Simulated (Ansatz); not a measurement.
**HfN: vibrations against volume**

The task, for HfN: follow the modes with volume.

Computed with Ansatz 0.2.0 (DFT LDA, scalar-relativistic, plane waves, PAW, unless a step's input says otherwise).

4 further runs of the same task are left out: 4 set aside as unsound or not needed.

### Step 1. The system as given

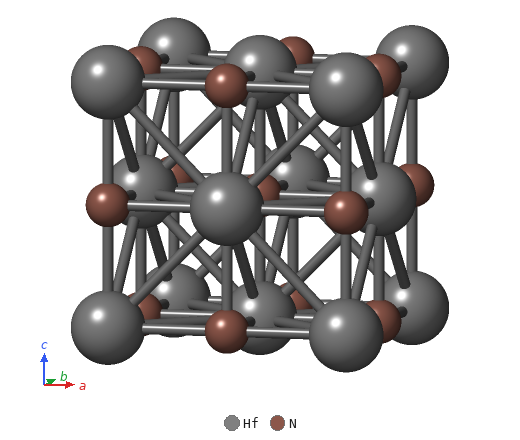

The starting structure, seen slightly off an axis (hafnium grey, nitrogen brown). Atoms on the faces are drawn again on the opposite ones. The cell drawn here is the conventional one.

Coordinates:

```
CELL_PARAMETERS angstrom
0.00000 2.23437 2.23437
2.23437 0.00000 2.23437
2.23437 2.23437 0.00000
ATOMIC_POSITIONS crystal
Hf 0.00000 0.00000 0.00000
N 0.50000 0.50000 0.50000
```

This cell was relaxed beforehand with the same method: volume 11.15 Å³/atom, gap on the mesh none (metal).

### Step 2. Phonons at Γ, at rest

File input.yaml:

```yaml
crystal:
  lattice:
    - [0.0, 2.2343731873, 2.2343731873]
    - [2.2343731873, 0.0, 2.2343731873]
    - [2.2343731873, 2.2343731873, 0.0]
  atoms:
    - { symbol: Hf, position: [0.0, 0.0, 0.0] }
    - { symbol: "N", position: [0.5, 0.5, 0.5] }
basis:
  ecutwfc: 420
kpoints:
  mp_grid: { grid: [16, 16, 16] }
hamiltonian:
  xc: lda
scf:
  occupations: { method: fermi_dirac, width: 0.15 }
output:
  eigenvalues: true
phonons:
  method: dfpt
  eigenvectors: true
```

Run with:

```bash
ansatz run input.yaml --threads 1 --pin off --max-ram 3072MiB --backend cpu --events-out ev --progress --plain --runs-dir out
```

The program printed, cut to the lines that bear on the results:

```text
Warning: RAYON_NUM_THREADS=1 ignored (pool sized by the plan → 1); use --threads N
[...]
Pseudopotentials: kind: paw
Pseudopotential: Hf, paw, valence charge 26, recommended cutoff 420 eV (normal), Hf.paw.azcp
Pseudopotential: N, paw, valence charge 5, recommended cutoff 420 eV (normal), N.paw.azcp
Functional definition: SPW92
[...]
Crystal: 2 atoms, lattice volume = 22.310 Å³
Basis set: ecut = 420 eV, 411 PW (Γ), exchange–correlation on 48×48×48 points (8 copies of the dense FFT grid, shifted against one another)
Bands: 20, of which v1, the nominal top of the filled ones, is band 16 counted from 1 (15 counted from 0)
Symmetry: 48 space group operations
k-points: 349 of 4096 (irreducible under 8 space group operations, time reversal used)
[...]
SCF iter   1: F=—  HF=-15854.671781 eV  |F-HF|=—  |Δ(HF+E_count)|=         —  Δρ=7.65e-3  dr2=1.07e-2  ethr=1.77e-3  ⟨swp⟩=4.8  Hψ=29021  notcnv=0
[...]
SCF iter   9: F=-15854.668642 eV  HF=-15854.668642 eV  |F-HF|=1.82e-12  |Δ(HF+E_count)|=  5.46e-12  Δρ=8.64e-8  dr2=1.30e-12  ethr=1.00e-12  ⟨swp⟩=5.3  Hψ=30558  notcnv=0
[...]
SCF converged after 9 iterations
Free energy (F): -15854.668642 eV
[...]
E sigma→0 (E₀):  -15854.647626 eV
Entropy (-TS):   -0.042032 eV (-21.016 meV/atom)
Fermi energy:    24.293453 eV
[...]
--- Band table (eV; the first three rows and the last of 349) ---
  k-point 0: bands = ["-38.2879", "-6.6760", "-6.6760", "-6.6760", "6.8158", "11.7272", "11.7272", "11.7272", "11.7671", "11.8779", "11.8779", "11.8779", "21.3900", "21.3900", "21.3900", "23.8555", "23.8555", "23.8555", "26.2549", "26.2549"]
[...]
--- Phonons (Γ-DFPT): 2 representative perturbations + reference, on 349 of 4096 k-points (Σ response iterations 7) ---
  k mesh reduced under 8 symmetry operations, with k and −k counted as one. Each operation leaves every solved perturbation unchanged. A smaller set is not used because it would not reduce the number of displacements times k-points to solve
  ASR residual: 3.499e-4 → 0.000e0 eV/Å²; symmetrization residual: 1.370e-6 eV/Å²
  ASR residual per site (eV/Å²): 3.50e-4 1.29e-4
  Γ frequencies (cm⁻¹): 0.00 0.00 0.00 514.02 514.02 514.02
  non-analytic LO–TO correction: not included (Born effective charges unavailable; polar crystals: no LO–TO splitting at Γ)
```

It took 47 s on 1 thread of Arm Neoverse V2, shared host; peak memory 0.75 GiB.

The optical modes at Γ, the three translations left out (i: imaginary):

| cm⁻¹ | meV | modes |
| --- | --- | --- |
| 514 | 63.7 | 3 |

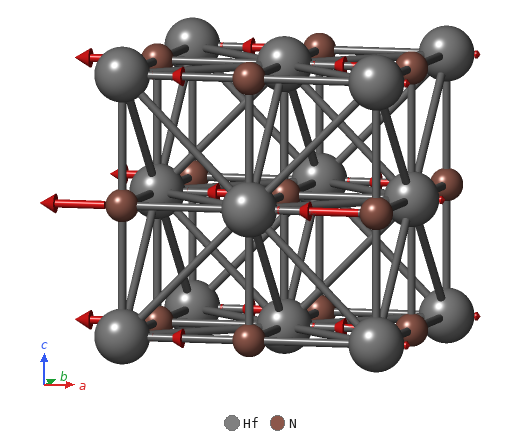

Displacements in the lowest optical mode (514 cm⁻¹), as red arrows in proportion to each atom's move. It is one member of a degenerate level, so its direction within the level is arbitrary.

### Step 3. The cell at 0.98 of its volume

File input.yaml:

```yaml
crystal:
  lattice:
    - [0.0, 2.2193769422, 2.2193769422]
    - [2.2193769422, 0.0, 2.2193769422]
    - [2.2193769422, 2.2193769422, 0.0]
  atoms:
    - { symbol: Hf, position: [0.0, 0.0, 0.0] }
    - { symbol: "N", position: [0.5, 0.5, 0.5] }
basis:
  ecutwfc: 420
kpoints:
  mp_grid: { grid: [16, 16, 16] }
hamiltonian:
  xc: lda
scf:
  occupations: { method: fermi_dirac, width: 0.15 }
output:
  forces: true
  stress: true
  eigenvalues: true
```

Run with:

```bash
ansatz run input.yaml --threads 1 --pin off --max-ram 3072MiB --backend cpu --events-out ev --progress --plain --runs-dir out
```

The program printed, cut to the lines that bear on the results:

```text
Warning: RAYON_NUM_THREADS=1 ignored (pool sized by the plan → 1); use --threads N
[...]
Pseudopotentials: kind: paw
Pseudopotential: Hf, paw, valence charge 26, recommended cutoff 420 eV (normal), Hf.paw.azcp
Pseudopotential: N, paw, valence charge 5, recommended cutoff 420 eV (normal), N.paw.azcp
Functional definition: SPW92
[...]
Crystal: 2 atoms, lattice volume = 21.864 Å³
Basis set: ecut = 420 eV, 411 PW (Γ)
Bands: 20, of which v1, the nominal top of the filled ones, is band 16 counted from 1 (15 counted from 0)
Symmetry: 48 space group operations
Space group: Fm-3m (ITA 225), of the structure as read, at distance tolerance 2.8e-5 Å
k-points: 145 of 4096
[...]
SCF iter   1: F=—  HF=-15854.663617 eV  |F-HF|=—  |Δ(HF+E_count)|=         —  Δρ=8.28e-3  dr2=1.28e-2  ethr=1.77e-3  ⟨swp⟩=4.8  Hψ=12231  notcnv=0
[...]
SCF iter   6: F=-15854.659957 eV  HF=-15854.659957 eV  |F-HF|=4.60e-9  |Δ(HF+E_count)|=   4.59e-8  Δρ=1.13e-5  dr2=1.04e-8  ethr=3.23e-10  ⟨swp⟩=5.6  Hψ=13686  notcnv=0
[...]
SCF converged after 6 iterations
Free energy (F): -15854.659957 eV
[...]
E sigma→0 (E₀):  -15854.639423 eV
Entropy (-TS):   -0.041067 eV (-20.534 meV/atom)
Fermi energy:    24.804031 eV
[...]
--- Forces (eV/Å), atoms counted from 1 ---
  atom   1  Hf    -0.00000000     0.00000000     0.00000000
  atom   2  N      0.00000000    -0.00000000    -0.00000000
[...]
--- Stress (GPa, compression-positive) ---
        6.344502      -0.000000       0.000000
        0.000000       6.344502       0.000000
        0.000000       0.000000       6.344502
  P = ⅓ Tr σ = 6.3445 GPa (63.445 kbar)
--- Band table (eV; the first three rows and the last of 145) ---
  k-point 0: bands = ["-37.7221", "-6.0986", "-6.0986", "-6.0986", "7.2058", "12.2987", "12.2987", "12.2987", "12.3430", "12.4615", "12.4615", "12.4615", "21.8848", "21.8848", "21.8848", "24.3490", "24.3490", "24.3490", "26.8109", "26.8109"]
[...]
```

Run time: 3.2 s. Hardware: 1 thread of Arm Neoverse V2, shared host; peak memory 0.33 GiB.

### Step 4. Phonons at Γ at 0.98 V

Changes to input.yaml since step 3:

```diff
@@ -17,4 +17,5 @@
 output:
-  forces: true
-  stress: true
   eigenvalues: true
+phonons:
+  method: dfpt
+  eigenvectors: true
```

Run with:

```bash
ansatz run input.yaml --threads 1 --pin off --max-ram 3072MiB --backend cpu --events-out ev --progress --plain --runs-dir out
```

The program printed, cut to the lines that bear on the results:

```text
Warning: RAYON_NUM_THREADS=1 ignored (pool sized by the plan → 1); use --threads N
[...]
Pseudopotentials: kind: paw
Pseudopotential: Hf, paw, valence charge 26, recommended cutoff 420 eV (normal), Hf.paw.azcp
Pseudopotential: N, paw, valence charge 5, recommended cutoff 420 eV (normal), N.paw.azcp
Functional definition: SPW92
[...]
Crystal: 2 atoms, lattice volume = 21.864 Å³
Basis set: ecut = 420 eV, 411 PW (Γ), exchange–correlation on 48×48×48 points (8 copies of the dense FFT grid, shifted against one another)
Bands: 20, of which v1, the nominal top of the filled ones, is band 16 counted from 1 (15 counted from 0)
Symmetry: 48 space group operations
k-points: 349 of 4096 (irreducible under 8 space group operations, time reversal used)
[...]
SCF iter   1: F=—  HF=-15854.663637 eV  |F-HF|=—  |Δ(HF+E_count)|=         —  Δρ=8.28e-3  dr2=1.28e-2  ethr=1.77e-3  ⟨swp⟩=4.9  Hψ=29530  notcnv=0
[...]
E sigma→0 (E₀):  -15854.639424 eV
Entropy (-TS):   -0.041067 eV (-20.534 meV/atom)
Fermi energy:    24.804033 eV
[...]
--- Band table (eV; the first three rows and the last of 349) ---
  k-point 0: bands = ["-37.7222", "-6.0986", "-6.0986", "-6.0986", "7.2058", "12.2985", "12.2985", "12.2985", "12.3429", "12.4613", "12.4613", "12.4613", "21.8848", "21.8848", "21.8848", "24.3490", "24.3490", "24.3490", "26.8109", "26.8109"]
[...]
--- Phonons (Γ-DFPT): 2 representative perturbations + reference, on 349 of 4096 k-points (Σ response iterations 7) ---
  k mesh reduced under 8 symmetry operations, with k and −k counted as one. Each operation leaves every solved perturbation unchanged. A smaller set is not used because it would not reduce the number of displacements times k-points to solve
  ASR residual: 3.456e-4 → 0.000e0 eV/Å²; symmetrization residual: 1.275e-6 eV/Å²
  ASR residual per site (eV/Å²): 3.46e-4 1.17e-4
  Γ frequencies (cm⁻¹): 0.00 0.00 0.00 533.97 533.97 533.97
  non-analytic LO–TO correction: not included (Born effective charges unavailable; polar crystals: no LO–TO splitting at Γ)
```

It took 46 s on 1 thread of Arm Neoverse V2, shared host; peak memory 0.74 GiB.

Optical levels at the zone centre, without the three acoustic modes (i: imaginary):

| cm⁻¹ | THz | modes |
| --- | --- | --- |
| 534 | 16.01 | 3 |

### Step 5. The cell at 1.02 of its volume

File input.yaml:

```yaml
crystal:
  lattice:
    - [0.0, 2.249170792, 2.249170792]
    - [2.249170792, 0.0, 2.249170792]
    - [2.249170792, 2.249170792, 0.0]
  atoms:
    - { symbol: Hf, position: [0.0, 0.0, 0.0] }
    - { symbol: "N", position: [0.5, 0.5, 0.5] }
basis:
  ecutwfc: 420
kpoints:
  mp_grid: { grid: [16, 16, 16] }
hamiltonian:
  xc: lda
scf:
  occupations: { method: fermi_dirac, width: 0.15 }
output:
  forces: true
  stress: true
  eigenvalues: true
```

Run with:

```bash
ansatz run input.yaml --threads 1 --pin off --max-ram 3072MiB --backend cpu --events-out ev --progress --plain --runs-dir out
```

The program printed, cut to the lines that bear on the results:

```text
Warning: RAYON_NUM_THREADS=1 ignored (pool sized by the plan → 1); use --threads N
[...]
Pseudopotentials: kind: paw
Pseudopotential: Hf, paw, valence charge 26, recommended cutoff 420 eV (normal), Hf.paw.azcp
Pseudopotential: N, paw, valence charge 5, recommended cutoff 420 eV (normal), N.paw.azcp
Functional definition: SPW92
[...]
Crystal: 2 atoms, lattice volume = 22.756 Å³
Basis set: ecut = 420 eV, 459 PW (Γ)
Bands: 20, of which v1, the nominal top of the filled ones, is band 16 counted from 1 (15 counted from 0)
Symmetry: 48 space group operations
Space group: Fm-3m (ITA 225), of the structure as read, at distance tolerance 2.8e-5 Å
k-points: 145 of 4096
[...]
SCF iter   1: F=—  HF=-15854.663264 eV  |F-HF|=—  |Δ(HF+E_count)|=         —  Δρ=7.18e-3  dr2=9.38e-3  ethr=1.77e-3  ⟨swp⟩=4.8  Hψ=11951  notcnv=0
[...]
SCF iter   7: F=-15854.660536 eV  HF=-15854.660536 eV  |F-HF|=4.77e-10  |Δ(HF+E_count)|=   3.25e-8  Δρ=2.77e-6  dr2=7.45e-10  ethr=6.72e-11  ⟨swp⟩=4.7  Hψ=10530  notcnv=0
[...]
SCF converged after 7 iterations
Free energy (F): -15854.660536 eV
[...]
E sigma→0 (E₀):  -15854.639030 eV
Entropy (-TS):   -0.043011 eV (-21.506 meV/atom)
Fermi energy:    23.800832 eV
[...]
--- Forces (eV/Å), atoms counted from 1 ---
  atom   1  Hf    -0.00000000     0.00000000    -0.00000000
  atom   2  N      0.00000000     0.00000000    -0.00000000
[...]
--- Stress (GPa, compression-positive) ---
       -5.706770       0.000000      -0.000000
        0.000000      -5.706770       0.000000
        0.000000       0.000000      -5.706770
  P = ⅓ Tr σ = -5.7068 GPa (-57.068 kbar)
--- Band table (eV; the first three rows and the last of 145) ---
  k-point 0: bands = ["-38.8355", "-7.2338", "-7.2338", "-7.2338", "6.4419", "11.1745", "11.1745", "11.1745", "11.2104", "11.3141", "11.3141", "11.3141", "20.9112", "20.9112", "20.9112", "23.3789", "23.3789", "23.3789", "25.7182", "25.7182"]
[...]
```

It took 3.8 s on 1 thread of Arm Neoverse V2, shared host; peak memory 0.33 GiB.

### Step 6. Phonons at Γ at 1.02 V

Changes to input.yaml since step 5:

```diff
@@ -17,4 +17,5 @@
 output:
-  forces: true
-  stress: true
   eigenvalues: true
+phonons:
+  method: dfpt
+  eigenvectors: true
```

Run with:

```bash
ansatz run input.yaml --threads 1 --pin off --max-ram 3072MiB --backend cpu --events-out ev --progress --plain --runs-dir out
```

The program printed, cut to the lines that bear on the results:

```text
Warning: RAYON_NUM_THREADS=1 ignored (pool sized by the plan → 1); use --threads N
[...]
Pseudopotentials: kind: paw
Pseudopotential: Hf, paw, valence charge 26, recommended cutoff 420 eV (normal), Hf.paw.azcp
Pseudopotential: N, paw, valence charge 5, recommended cutoff 420 eV (normal), N.paw.azcp
Functional definition: SPW92
[...]
Crystal: 2 atoms, lattice volume = 22.756 Å³
Basis set: ecut = 420 eV, 459 PW (Γ), exchange–correlation on 48×48×48 points (8 copies of the dense FFT grid, shifted against one another)
Bands: 20, of which v1, the nominal top of the filled ones, is band 16 counted from 1 (15 counted from 0)
Symmetry: 48 space group operations
k-points: 349 of 4096 (irreducible under 8 space group operations, time reversal used)
[...]
SCF iter   1: F=—  HF=-15854.663247 eV  |F-HF|=—  |Δ(HF+E_count)|=         —  Δρ=7.18e-3  dr2=9.39e-3  ethr=1.77e-3  ⟨swp⟩=4.8  Hψ=28783  notcnv=0
[...]
E sigma→0 (E₀):  -15854.639031 eV
Entropy (-TS):   -0.043011 eV (-21.506 meV/atom)
Fermi energy:    23.800836 eV
[...]
--- Band table (eV; the first three rows and the last of 349) ---
  k-point 0: bands = ["-38.8355", "-7.2338", "-7.2338", "-7.2338", "6.4419", "11.1744", "11.1744", "11.1744", "11.2104", "11.3141", "11.3141", "11.3141", "20.9112", "20.9112", "20.9112", "23.3789", "23.3789", "23.3789", "25.7182", "25.7182"]
[...]
--- Phonons (Γ-DFPT): 2 representative perturbations + reference, on 349 of 4096 k-points (Σ response iterations 7) ---
  k mesh reduced under 8 symmetry operations, with k and −k counted as one. Each operation leaves every solved perturbation unchanged. A smaller set is not used because it would not reduce the number of displacements times k-points to solve
  ASR residual: 3.249e-4 → 0.000e0 eV/Å²; symmetrization residual: 1.179e-6 eV/Å²
  ASR residual per site (eV/Å²): 3.25e-4 1.37e-4
  Γ frequencies (cm⁻¹): 0.00 0.00 0.00 494.55 494.55 494.55
  non-analytic LO–TO correction: not included (Born effective charges unavailable; polar crystals: no LO–TO splitting at Γ)
```

It took 47 s on 1 thread of Arm Neoverse V2, shared host; peak memory 0.76 GiB.

The optical modes at Γ, the three translations left out (i: imaginary):

| cm⁻¹ | meV | modes |
| --- | --- | --- |
| 495 | 61.3 | 3 |

### Step 7. How the modes move with volume

γ = −d ln ν / d ln V from the cells at 0.98 and 1.02 of the volume, modes matched by rank (crossings can mismatch them); frequencies in cm⁻¹:

| 0.98 V | V | 1.02 V | γ |
| --- | --- | --- | --- |
| 534 | 514 | 495 | 1.92 |

The strained cells stand under 6.34 and -5.71 GPa, so B = −dP/d ln V ≈ 301 GPa.

### Step 8. Results

| quantity | value |
| --- | --- |
| optical modes at Γ | 514 cm⁻¹ |
| optical modes at Γ at 0.98 V | 534 cm⁻¹ |
| optical modes at Γ at 1.02 V | 495 cm⁻¹ |
| bulk modulus from the two pressures | 301 GPa |
| mode Grüneisen parameters | 1.92 to 1.92, mean 1.92 |

In words: All optical modes at Γ are real, so no distortion that keeps the cell lowers the energy to second order; that says nothing of other wave vectors. All real modes stiffen on compression; these are zone-centre modes alone. Spin-orbit coupling is left out for Hf. The final runs have no spin polarisation, so no magnetic state was tried and one may lie lower. In a metal such response values depend on mesh and smearing, which were not converged here.
